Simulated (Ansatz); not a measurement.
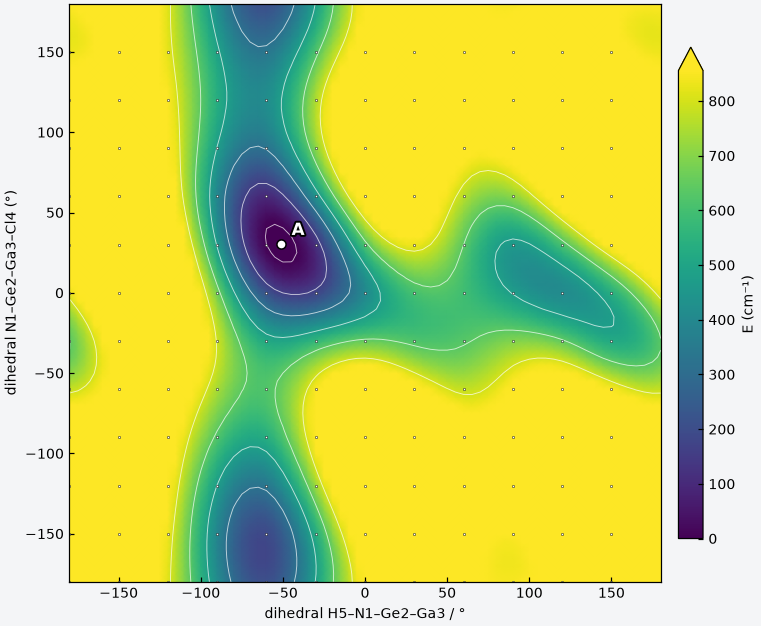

ClGaGeH₅N, SMILES [NH2][GeH2][GaH][Cl]. First axis: dihedral H5–N1–Ge2–Ga3. Second axis: dihedral N1–Ge2–Ga3–Cl4. Nothing is relaxed (all other coordinates rigid). The scan uses a 12 × 12 grid. Points are written as (first, second). All energies are given in cm⁻¹ relative to the lowest grid point. Computed with Ansatz 0.2.0, RKS PBE0-D4/def2-SVP.

Drawn: a smooth colour map with a few white contour lines, dots at the grid points, one colour for all values above the top of the scale, the well A. Between grid points the surface is interpolated.

> Where is the minimum, and how stiff is the well along each coordinate? Take the well at A.

The interpolated minimum is at dihedral H5–N1–Ge2–Ga3 ≈ −51°, dihedral N1–Ge2–Ga3–Cl4 ≈ 30°. The curvatures there are about 0.29 eV/rad² and 0.2 eV/rad², with a cross term of about 0.098 eV/rad². Round the minimum the valley is somewhat tilted: raising dihedral H5–N1–Ge2–Ga3 shifts the best value of dihedral N1–Ge2–Ga3–Cl4 downwards (coupling k₁₂/√(k₁₁k₂₂) about 0.4). (1 eV is 8066 cm⁻¹.)
